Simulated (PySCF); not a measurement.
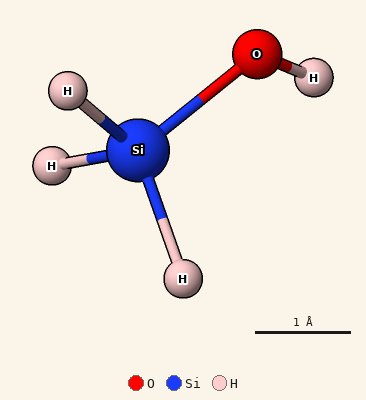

*The structure (ball-and-stick view, seen at a tilt).*

Bond lengths as drawn: H–O 0.96 Å, H–Si 1.48 to 1.49 Å and O–Si 1.65 Å.

**SiH₄O: single-point calculation**

The run: single-point calculation of SiH₄O. Method and program: PBE0/STO-3G, RKS (PySCF 2.14.0).

The geometry comes from this level: PBE0-D4/def2-TZVP.

## The input (input.py)
```python
from pyscf import gto, dft

mol = gto.M(
    atom='start.xyz',
    basis='sto-3g',
    max_memory=1860,
    charge=0,
    verbose=3,
)

myscf = dft.RKS(mol)
myscf.xc = 'pbe0'
myscf.conv_tol = 1e-10
myscf.grids.level = 5
myscf.kernel()
if not myscf.converged:
    myscf = myscf.newton().run(myscf.mo_coeff, myscf.mo_occ)

etot = myscf.e_tot
print('Final energy', etot)
```

## File start.xyz
```
6
H4OSi
O      0.636700    -1.030300     0.419000
Si    -0.035700     0.346500    -0.187000
H      0.069100    -1.629200     0.904700
H     -1.128300     0.045700    -1.152800
H      1.060500     1.064900    -0.875600
H     -0.602300     1.202400     0.891700
```

Launch command:
```bash
OMP_NUM_THREADS=1 python input.py
```

## Log
```
converged SCF energy = -362.49627505433
Final energy -362.4962750543298
```

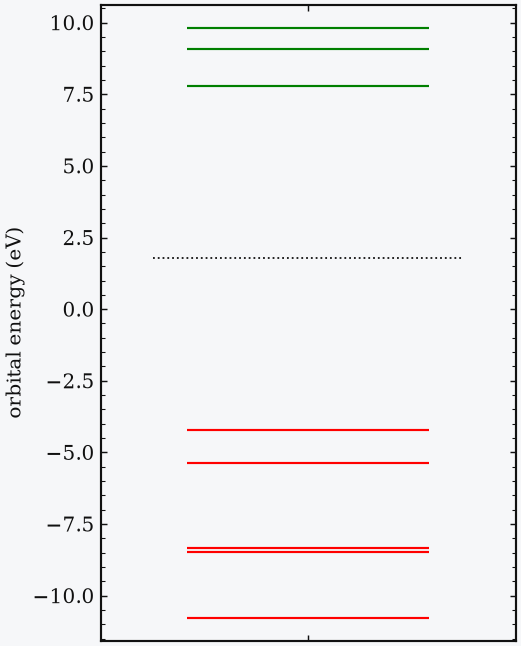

*Orbital energies near the frontier; the dotted line parts filled from empty levels, and levels within 0.02 eV of each other stand side by side.*

Highest filled −4.23 eV, lowest empty 7.80 eV, 12.03 eV apart.

## Results in brief

- outcome: converged
- total energy: −362.496275 hartree
- basis functions: 18
- HOMO: −4.23 eV
- LUMO: 7.80 eV
- dipole moment: 1.18 D
- hardware: 1 thread of Intel Xeon @ 2.50GHz (Skylake/Cascade Lake), 16 GiB of memory available, shared host
- wall time: 3.9 s
- peak memory: 0.2 GiB
